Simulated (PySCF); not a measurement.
# C4H4BFS2: the cost of one run

Programs: PySCF 2.14.0, with routines of our own; each step states its level. All values are computed. Atoms count from 0.

## Step 1: The system as given

12 atoms, charge 0, multiplicity 1; geometry from: GFN2-xTB.

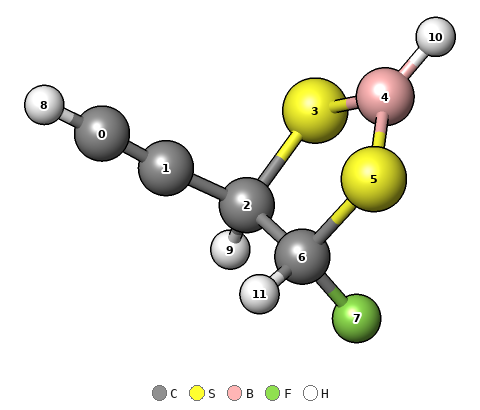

The starting geometry (carbon grey, sulfur yellow, boron pink, fluorine green, hydrogen white).

## Step 2: Circular dichroism and optical rotation: TDDFT PBE0/def2-SVPD

What the job is given:

```
{"job": {"kind": "ecd", "xc": "PBE0", "basis": "def2-SVPD", "nstates": 16}, "charge": 0, "multiplicity": 1}
C      0.553133     2.483986     0.448354
C      0.003569     1.525374    -0.011737
C     -0.577150     0.320066    -0.551859
S      0.667901    -0.490220    -1.677396
B      1.329253    -1.588436    -0.461568
S      0.483374    -1.637867     1.103857
C     -0.966291    -0.645234     0.560872
F     -1.942035    -1.497691     0.121533
H      1.002977     3.346314     0.841059
H     -1.451704     0.546976    -1.168104
H      2.266835    -2.241968    -0.666384
H     -1.368665    -0.121987     1.435345
```

Method: TDDFT PBE0/def2-SVPD circular dichroism and optical rotation, one conformer, gas phase.

Launch:

```sh
$ OMP_NUM_THREADS=1 python excited_run.py task.json out
```

One launch serves the whole session: the jobs run in the order shown.

**Question.** How long does this job take on 1 thread of Arm Neoverse N1, shared host, and how much memory does it need?

About 2.3 min, with a peak of 0.93 GiB.
